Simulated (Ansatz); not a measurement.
# CH₆BFO: geometry relaxation

System: CH₆BFO.
Method: RKS PBE0/def2-mTZVP (Ansatz 0.2.0).

The input holds or restrains some coordinates. Forces given for the steps count only the free coordinates. It belongs to a series of runs on one base structure; here: pulled along the bonds that form and break, towards end B. Figures and captions count atoms from 1; the log counts them from 0 in places.

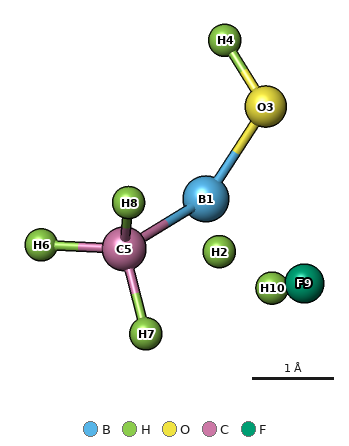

Fig. 1: The starting structure (ball-and-stick view, seen at a tilt; atoms are numbered from 1 in the order of the input). Bond lengths as drawn: B–C 1.60 Å, B–O 1.41 Å, C–H 1.11 Å and H–O 1.01 Å.

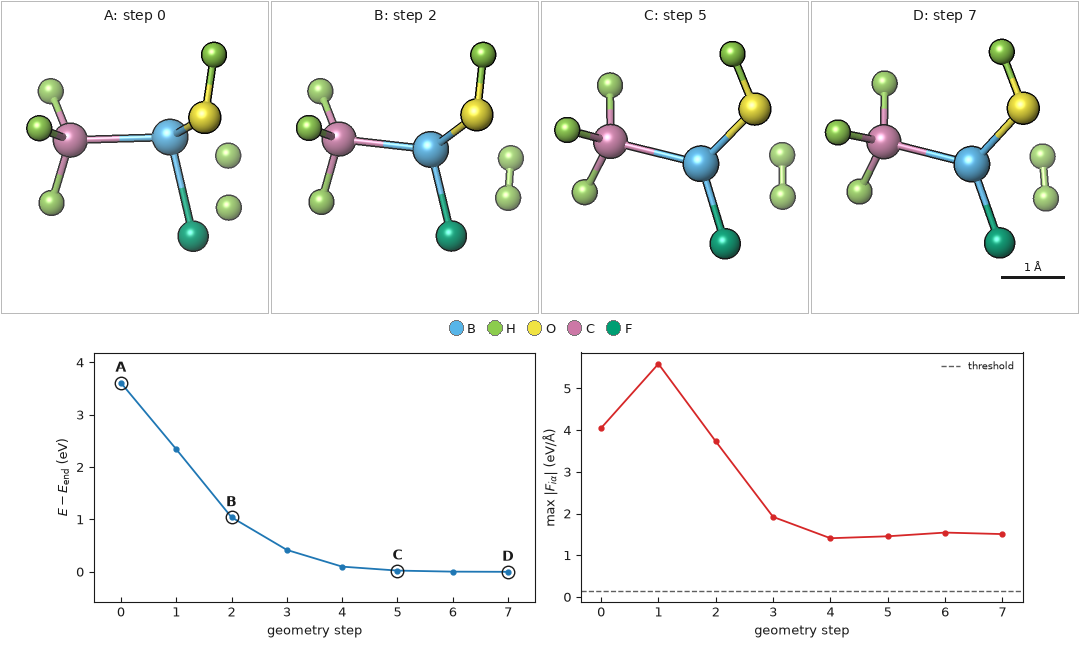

Fig. 2: Frames of the restrained relaxation (ball-and-stick view, seen at a tilt) above the curves, on which the letters mark them (the first geometry is step 0 here and step 1 in the log).

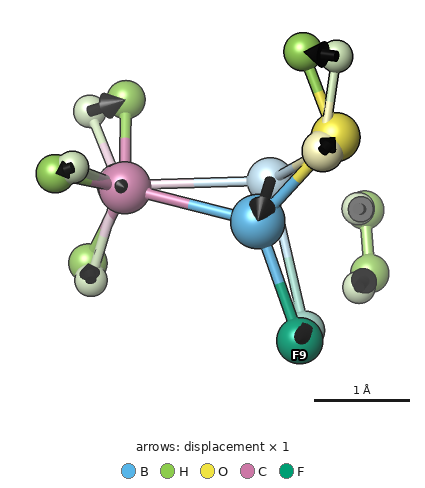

Fig. 3: Start (faint) and end (solid) with the displacements as black arrows, at true length (ball-and-stick view, seen at a tilt). The two geometries are laid on each other by the best rigid fit. Over 7 geometry steps the energy falls by 3.612 eV. The largest force component goes from 4.1 to 1.5 eV/Å. B1 moves most after the best rigid fit: 0.69 Å. By element the largest moves are B 0.69 Å, F 0.51 Å, H 0.47 Å, O 0.23 Å, C 0.12 Å. Among the contacts that change: B1–F9 1.620 → 1.330 Å, H2–H10 0.869 → 0.708 Å, B1–O3 1.410 → 1.356 Å, O3–H4 1.010 → 0.962 Å. Among the angles that change: C5–B1–F9 101.3° → 120.4°, O3–B1–F9 96.8° → 115.0°, O3–B1–C5 120.0° → 124.5°. (Atoms are counted from 1 in the order of the input.)

The input that produced these results follows, with the program's output.

**The input**
```yaml
crystal:
  periodic: [false, false, false]
  atoms:
    - { symbol: B, position_ang: [0.0, 0.0, 0.0] }
    - { symbol: H, position_ang: [0.0, 0.0, 1.54] }
    - { symbol: O, position_ang: [1.2211, 0.0, -0.705] }
    - { symbol: H, position_ang: [1.5209, -0.9519, -0.8599] }
    - { symbol: C, position_ang: [-1.3856, 0.0, -0.8] }
    - { symbol: H, position_ang: [-1.9458, -0.9305, -0.5708] }
    - { symbol: H, position_ang: [-1.9898, 0.8797, -0.4946] }
    - { symbol: H, position_ang: [-1.1839, 0.0508, -1.8903] }
    - { symbol: F, position_ang: [0.0726, 1.5356, 0.5108] }
    - { symbol: H, position_ang: [0.041, 0.8666, 1.4996] }
basis:
  gaussian: { orbitals: def2-mTZVP }
hamiltonian:
  xc: pbe0
relax:
  f_tol: 0.15
  max_steps: 25
  restrain:
    - { distance: [0, 8], at: 1.32, k: 30.0 }
    - { distance: [9, 1], at: 0.66, k: 30.0 }
    - { distance: [0, 1], at: 2.39, k: 30.0 }
    - { distance: [9, 8], at: 2.12, k: 30.0 }
```

Launch command:
```bash
ansatz run input.yaml --threads 2 --pin off --max-ram 3072MiB --backend cpu --events-out ev --progress --plain --runs-dir out
```

**What the program printed**
```
The last accepted step is kept in [file] (removed where the run ends without a failure and the disk answers)
Engine: ansatz 0.2.0, aarch64-unknown-linux-gnu
Functional definition: PBE0
  parameter a = 0.25
  parameter kappa = 0.804
  parameter beta = 0.06672455060314922
  exchange = (1 - a)*pbe_x(kappa = kappa, mu = beta*pi^2/3) + a*exact_x
  correlation = pbe_c(beta = beta)
1009 factors; integrals over basis functions are off by at most 6.0e-4 eV
mean field evaluation 1: about -6560.6268 eV, gradient 6.8e1 eV
mean field evaluation 2: about -6549.8503 eV, gradient 1.0e2 eV
mean field evaluation 4: about -6569.0787 eV, gradient 3.9e0 eV
mean field evaluation 8: about -6569.1639 eV, gradient 2.3e-1 eV
mean field evaluation 16: about -6569.1640 eV, gradient 2.6e-5 eV
mean field -6569.16398273 eV, -241.4123236259 hartree, gradient 2.6e-5 eV, S^2 0.000000; 0 other end points of the search recorded, 0 dependent functions left out
the calculation of the forces begins
reference -6569.16401264 eV, -241.4123247253 hartree; 17, 17 occupied and 82, 82 virtual orbitals, 1009 factors
relax step   1: F+E_penalty+E_count = -6569.16398273 eV  Δ(F+E_penalty+E_count) = +0.000e0 eV  max|allowed force component| = 4.050e0 eV/Å  E_restraint = 25.69383168 eV  max|allowed force component, restraints' pulls added| = 2.645e1 eV/Å  Δτ_max = 0.0000 Å  (27 SCF iters, accepted)
  distance B 0 - F 8 = 1.6200 Å
  distance H 9 - H 1 = 0.8685 Å
  distance B 0 - H 1 = 1.5400 Å
  distance H 9 - F 8 = 1.1943 Å
these checks for a lower state are left out or cut short: starts, cluster_reference, orbital_swaps, neighbouring_geometries, increment
1009 factors; integrals over basis functions are off by at most 5.9e-4 eV
mean field -6570.43270719 eV, -241.4589483899 hartree, gradient 1.8e-5 eV, S^2 0.000000; 0 other end points of the search recorded, 0 dependent functions left out
the calculation of the forces begins
reference -6570.43273744 eV, -241.4589495015 hartree; 17, 17 occupied and 82, 82 virtual orbitals, 1009 factors
relax step   2: F+E_penalty+E_count = -6570.43270719 eV  Δ(F+E_penalty+E_count) = -1.269e0 eV  max|allowed force component| = 5.590e0 eV/Å  E_restraint = 10.81738986 eV  max|allowed force component, restraints' pulls added| = 1.952e1 eV/Å  Δτ_max = 0.1981 Å  (34 SCF iters, accepted)
  distance B 0 - F 8 = 1.5476 Å
  distance H 9 - H 1 = 0.7830 Å
  distance B 0 - H 1 = 1.8800 Å
  distance H 9 - F 8 = 1.4922 Å
these checks for a lower state are left out or cut short: starts, cluster_reference, orbital_swaps, neighbouring_geometries, increment
1009 factors; integrals over basis functions are off by at most 5.9e-4 eV
mean field evaluation 32: about -6571.7334 eV, gradient 1.4e-5 eV
mean field -6571.73340754 eV, -241.5067482461 hartree, gradient 1.3e-5 eV, S^2 0.000000; 0 other end points of the search recorded, 0 dependent functions left out
the calculation of the forces begins
reference -6571.73343765 eV, -241.5067493527 hartree; 17, 17 occupied and 82, 82 virtual orbitals, 1009 factors
relax step   3: F+E_penalty+E_count = -6571.73340754 eV  Δ(F+E_penalty+E_count) = -1.301e0 eV  max|allowed force component| = 3.731e0 eV/Å  E_restraint = 2.21840025 eV  max|allowed force component, restraints' pulls added| = 9.160e0 eV/Å  Δτ_max = 0.1950 Å  (34 SCF iters, accepted)
  distance B 0 - F 8 = 1.4162 Å
  distance H 9 - H 1 = 0.6876 Å
  distance B 0 - H 1 = 2.1621 Å
  distance H 9 - F 8 = 1.8269 Å
these checks for a lower state are left out or cut short: starts, cluster_reference, orbital_swaps, neighbouring_geometries, increment
1009 factors; integrals over basis functions are off by at most 5.9e-4 eV
mean field -6572.35697699 eV, -241.5296640008 hartree, gradient 2.3e-5 eV, S^2 0.000000; 0 other end points of the search recorded, 0 dependent functions left out
the calculation of the forces begins
reference -6572.35700731 eV, -241.5296651150 hartree; 17, 17 occupied and 82, 82 virtual orbitals, 1009 factors
relax step   4: F+E_penalty+E_count = -6572.35697699 eV  Δ(F+E_penalty+E_count) = -6.236e-1 eV  max|allowed force component| = 1.920e0 eV/Å  E_restraint = 0.04218532 eV  max|allowed force component, restraints' pulls added| = 2.589e0 eV/Å  Δτ_max = 0.1973 Å  (28 SCF iters, accepted)
  distance B 0 - F 8 = 1.3068 Å
  distance H 9 - H 1 = 0.7065 Å
  distance B 0 - H 1 = 2.3957 Å
  distance H 9 - F 8 = 2.0989 Å
these checks for a lower state are left out or cut short: starts, cluster_reference, orbital_swaps, neighbouring_geometries, increment
1009 factors; integrals over basis functions are off by at most 6.3e-4 eV
mean field -6572.67628442 eV, -241.5413983324 hartree, gradient 1.3e-5 eV, S^2 0.000000; 0 other end points of the search recorded, 0 dependent functions left out
the calculation of the forces begins
reference -6572.67631472 eV, -241.5413994460 hartree; 17, 17 occupied and 82, 82 virtual orbitals, 1009 factors
relax step   5: F+E_penalty+E_count = -6572.67628442 eV  Δ(F+E_penalty+E_count) = -3.193e-1 eV  max|allowed force component| = 1.409e0 eV/Å  E_restraint = 0.06853044 eV  max|allowed force component, restraints' pulls added| = 1.370e0 eV/Å  Δτ_max = 0.1915 Å  (28 SCF iters, accepted)
  distance B 0 - F 8 = 1.3507 Å
  distance H 9 - H 1 = 0.7105 Å
  distance B 0 - H 1 = 2.4103 Å
  distance H 9 - F 8 = 2.1458 Å
these checks for a lower state are left out or cut short: starts, cluster_reference, orbital_swaps, neighbouring_geometries, increment
1009 factors; integrals over basis functions are off by at most 5.9e-4 eV
mean field -6572.75174371 eV, -241.5441714101 hartree, gradient 1.7e-5 eV, S^2 0.000000; 0 other end points of the search recorded, 0 dependent functions left out
the calculation of the forces begins
reference -6572.75177364 eV, -241.5441725102 hartree; 17, 17 occupied and 82, 82 virtual orbitals, 1009 factors
relax step   6: F+E_penalty+E_count = -6572.75174371 eV  Δ(F+E_penalty+E_count) = -7.546e-2 eV  max|allowed force component| = 1.456e0 eV/Å  E_restraint = 0.04381176 eV  max|allowed force component, restraints' pulls added| = 4.131e-1 eV/Å  Δτ_max = 0.2000 Å  (28 SCF iters, accepted)
  distance B 0 - F 8 = 1.3315 Å
  distance H 9 - H 1 = 0.7089 Å
  distance B 0 - H 1 = 2.4010 Å
  distance H 9 - F 8 = 2.1367 Å
these checks for a lower state are left out or cut short: starts, cluster_reference, orbital_swaps, neighbouring_geometries, increment
1009 factors; integrals over basis functions are off by at most 6.1e-4 eV
mean field -6572.77188555 eV, -241.5449116093 hartree, gradient 1.7e-5 eV, S^2 0.000000; 0 other end points of the search recorded, 0 dependent functions left out
the calculation of the forces begins
reference -6572.77191581 eV, -241.5449127211 hartree; 17, 17 occupied and 82, 82 virtual orbitals, 1009 factors
relax step   7: F+E_penalty+E_count = -6572.77188555 eV  Δ(F+E_penalty+E_count) = -2.014e-2 eV  max|allowed force component| = 1.545e0 eV/Å  E_restraint = 0.03928126 eV  max|allowed force component, restraints' pulls added| = 1.599e-1 eV/Å  Δτ_max = 0.1179 Å  (29 SCF iters, accepted)
  distance B 0 - F 8 = 1.3308 Å
  distance H 9 - H 1 = 0.7077 Å
  distance B 0 - H 1 = 2.3996 Å
  distance H 9 - F 8 = 2.1315 Å
these checks for a lower state are left out or cut short: starts, cluster_reference, orbital_swaps, neighbouring_geometries, increment
1009 factors; integrals over basis functions are off by at most 6.2e-4 eV
mean field evaluation 64: about -6572.7754 eV, gradient 2.8e-1 eV
mean field -6572.77554698 eV, -241.5450461644 hartree, gradient 1.3e-5 eV, S^2 0.000000; 0 other end points of the search recorded, 0 dependent functions left out
the calculation of the forces begins
reference -6572.77557711 eV, -241.5450472716 hartree; 17, 17 occupied and 82, 82 virtual orbitals, 1009 factors
relax step   8: F+E_penalty+E_count = -6572.77554698 eV  Δ(F+E_penalty+E_count) = -3.661e-3 eV  max|allowed force component| = 1.508e0 eV/Å  E_restraint = 0.03865369 eV  max|allowed force component, restraints' pulls added| = 6.050e-2 eV/Å  Δτ_max = 0.0905 Å  (29 SCF iters, accepted)
  distance B 0 - F 8 = 1.3298 Å
  distance H 9 - H 1 = 0.7080 Å
  distance B 0 - H 1 = 2.3970 Å
  distance H 9 - F 8 = 2.1313 Å
1009 factors; integrals over basis functions are off by at most 6.2e-4 eV
mean field -6572.77554698 eV, -241.5450461644 hartree, gradient 1.3e-5 eV, S^2 0.000000; 1 other end points of the search recorded, 0 dependent functions left out
the calculation of the forces begins
reference -6572.77557711 eV, -241.5450472716 hartree; 17, 17 occupied and 82, 82 virtual orbitals, 1009 factors
Total energy: -6572.77557711 eV, -241.5450472716 hartree
Atom 0 at     0.132687     0.546153    -0.410721 Å, force    -0.039549    -0.234966    -0.254174 eV/Å
Atom 1 at    -0.151480    -0.070565     1.888083 Å, force    -0.180561    -1.508448     0.285026 eV/Å
Atom 2 at     1.278358    -0.160654    -0.575528 Å, force     0.035322    -0.011092    -0.005654 eV/Å
Atom 3 at     1.132813    -1.037584    -0.942255 Å, force     0.005467     0.000092    -0.027183 eV/Å
Atom 4 at    -1.291293     0.040753    -0.829610 Å, force    -0.006060     0.011622    -0.057832 eV/Å
Atom 5 at    -1.472885    -0.999099    -0.544129 Å, force     0.010351    -0.012602     0.015478 eV/Å
Atom 6 at    -2.090141     0.651170    -0.406367 Å, force     0.010172     0.005113     0.016594 eV/Å
Atom 7 at    -1.399120     0.083071    -1.919007 Å, force    -0.019037     0.007793    -0.023049 eV/Å
Atom 8 at     0.291633     1.763494     0.100430 Å, force     0.098358     0.474060    -0.212712 eV/Å
Atom 9 at    -0.080072     0.633560     1.868906 Å, force     0.085537     1.268427     0.263505 eV/Å
Dipole moment:    -0.244048    -0.460746    -0.205680 e Å
```

**Trajectory as extended XYZ (Å, eV, eV/Å), 8 frames, from step=1 to step=8**
```
10
Properties=species:S:1:pos:R:3:forces:R:3 step=1 energy=-6569.16398
B     0.0000    0.0000    0.0000    0.6994   4.0504  -1.3033
H     0.0000    0.0000    1.5400   -0.0976  -3.1228   0.3775
O     1.2211    0.0000   -0.7050   -0.1657  -3.5705   1.3599
H     1.5209   -0.9519   -0.8599   -0.4049   1.8872  -0.0923
C    -1.3856    0.0000   -0.8000   -0.2065  -1.3978   0.8561
H    -1.9458   -0.9305   -0.5708   -0.2009   0.5084  -0.4418
H    -1.9898    0.8797   -0.4946    0.3091  -0.6339  -0.1231
H    -1.1839    0.0508   -1.8903   -0.0396  -0.0941   0.6572
F     0.0726    1.5356    0.5108    0.0892   2.0947  -0.6185
H     0.0410    0.8666    1.4996    0.0174   0.2785  -0.6717
10
Properties=species:S:1:pos:R:3:forces:R:3 step=2 energy=-6570.43271
B     0.0014    0.1139   -0.1381    1.3983   5.5905  -1.3180
H    -0.0003   -0.0123    1.7377   -0.0347  -0.8299   0.8068
O     1.2486   -0.0181   -0.7131   -0.4752  -2.3870   1.3398
H     1.5157   -0.9504   -0.8612   -0.1749   0.7449  -0.2986
C    -1.3991   -0.0088   -0.8082   -0.4160  -1.1245   0.6916
H    -1.9502   -0.9302   -0.5741   -0.1349   0.2140  -0.3521
H    -1.9888    0.8718   -0.4969    0.1946  -0.5432  -0.1576
H    -1.1884    0.0484   -1.8873   -0.2252  -0.1161   0.2403
F     0.0754    1.5767    0.3616   -0.0831  -0.5325  -1.5639
H     0.0360    0.7593    1.6094   -0.0489  -1.0162   0.6117
10
Properties=species:S:1:pos:R:3:forces:R:3 step=3 energy=-6571.73341
B     0.0137    0.2579   -0.2689    0.7995   3.7306  -0.6725
H    -0.0004   -0.0247    1.8745   -0.1282  -2.8017   0.9595
O     1.2604   -0.0375   -0.7030    0.2148  -1.1412   0.6839
H     1.5085   -0.9520   -0.8636   -0.2390  -0.0871  -0.2674
C    -1.4056   -0.0182   -0.8062   -0.1654  -0.3932   0.1868
H    -1.9503   -0.9313   -0.5754    0.0440  -0.0851  -0.1380
H    -1.9875    0.8643   -0.5000   -0.0667  -0.4767  -0.2280
H    -1.1947    0.0447   -1.8843   -0.5156  -0.1270  -0.0081
F     0.0758    1.5943    0.1959   -0.0378  -0.6925  -0.6803
H     0.0306    0.6527    1.7608    0.0945   2.0739   0.1640
10
Properties=species:S:1:pos:R:3:forces:R:3 step=4 energy=-6572.35698
B     0.0384    0.4095   -0.3928    0.6579  -1.1214  -0.4939
H    -0.0064   -0.0811    1.9517   -0.0854  -1.6012   0.3342
O     1.2939   -0.0612   -0.6704   -0.2189  -0.0153   0.3333
H     1.4741   -0.9780   -0.8751   -0.4371  -0.2065  -0.1882
C    -1.4011   -0.0194   -0.8139    0.4128   0.3569  -0.3578
H    -1.9176   -0.9422   -0.5691    0.3182  -0.1873   0.0747
H    -2.0114    0.8399   -0.5193   -0.2644  -0.2921  -0.1652
H    -1.2457    0.0354   -1.9018   -0.6342  -0.1601  -0.1589
F     0.0961    1.6233    0.0879    0.1913   1.9205   0.3578
H     0.0301    0.6242    1.9326    0.0600   1.3064   0.2641
10
Properties=species:S:1:pos:R:3:forces:R:3 step=5 energy=-6572.67628
B     0.0780    0.4991   -0.4125    0.1258   0.1515   0.1642
H    -0.0247   -0.1194    1.9149   -0.1083  -1.4092   0.2581
O     1.2868   -0.0920   -0.5833    0.1058  -0.4772  -0.0318
H     1.3387   -1.0204   -0.8618   -0.3817   0.5458   0.0314
C    -1.3554    0.0094   -0.8365   -0.0623   0.4491  -0.6435
H    -1.7352   -0.9716   -0.5188    0.3478   0.2170  -0.0181
H    -2.0776    0.7851   -0.5403    0.0705  -0.3347   0.0269
H    -1.3590    0.0287   -1.9500   -0.1233  -0.2052   0.4424
F     0.1777    1.7418    0.1073   -0.0225  -0.1072  -0.4933
H     0.0212    0.5896    1.9107    0.0484   1.1700   0.2639
10
Properties=species:S:1:pos:R:3:forces:R:3 step=6 energy=-6572.75174
B     0.0879    0.5221   -0.3686   -0.2312   0.0085  -0.6875
H    -0.0214   -0.0826    1.9524   -0.1363  -1.4556   0.3462
O     1.2406   -0.1784   -0.4710    0.2203   0.2637   0.0681
H     1.1580   -1.0032   -0.9457   -0.1002  -0.3401  -0.0633
C    -1.3205    0.0415   -0.8791    0.1746   0.1880   0.3180
H    -1.5506   -0.9704   -0.5723   -0.0547  -0.4131   0.0854
H    -2.1186    0.6803   -0.5023   -0.0411   0.0811  -0.0409
H    -1.3704    0.0550   -1.9661    0.0038   0.0549  -0.2265
F     0.2151    1.7645    0.0933    0.1218   0.3593  -0.0023
H     0.0304    0.6215    1.8891    0.0430   1.2533   0.2029
10
Properties=species:S:1:pos:R:3:forces:R:3 step=7 energy=-6572.77189
B     0.1116    0.5293   -0.3962    0.1335  -0.1416  -0.3910
H    -0.0925   -0.0440    1.9249   -0.1131  -1.5447   0.2203
O     1.2612   -0.1654   -0.5863    0.0716  -0.0240   0.0677
H     1.1285   -1.0313   -0.9833   -0.0243   0.0200  -0.0115
C    -1.2990    0.0332   -0.8532   -0.1599   0.0659   0.0131
H    -1.5036   -0.9997   -0.5566    0.0015   0.0079  -0.0012
H    -2.1008    0.6651   -0.4631    0.0238  -0.0639  -0.0170
H    -1.3690    0.0637   -1.9473   -0.0125  -0.0082   0.0267
F     0.2698    1.7372    0.1397    0.0562   0.4207  -0.2260
H    -0.0558    0.6623    1.9512    0.0233   1.2678   0.3189
10
Properties=species:S:1:pos:R:3:forces:R:3 step=8 energy=-6572.77555
B     0.1327    0.5462   -0.4107   -0.0395  -0.2350  -0.2542
H    -0.1515   -0.0706    1.8881   -0.1806  -1.5084   0.2850
O     1.2784   -0.1607   -0.5755    0.0353  -0.0111  -0.0057
H     1.1328   -1.0376   -0.9423    0.0055   0.0001  -0.0272
C    -1.2913    0.0408   -0.8296   -0.0061   0.0116  -0.0578
H    -1.4729   -0.9991   -0.5441    0.0104  -0.0126   0.0155
H    -2.0901    0.6512   -0.4064    0.0102   0.0051   0.0166
H    -1.3991    0.0831   -1.9190   -0.0190   0.0078  -0.0230
F     0.2916    1.7635    0.1004    0.0984   0.4741  -0.2127
H    -0.0801    0.6336    1.8689    0.0855   1.2684   0.2635
```

**Summary**

```tsv
quantity	value
outcome	converged under the restraints of the input
total energy	−6572.7756 eV
mean-field energy	−6572.7756 eV
largest force (length of the vector) at the end, held atoms and coordinates included	1.546 eV/Å
hardware	2 threads of Arm Neoverse V2, 24 GiB of memory available, shared host
wall time	17 s (CPU time 32 s)
peak memory	0.18 GiB
```
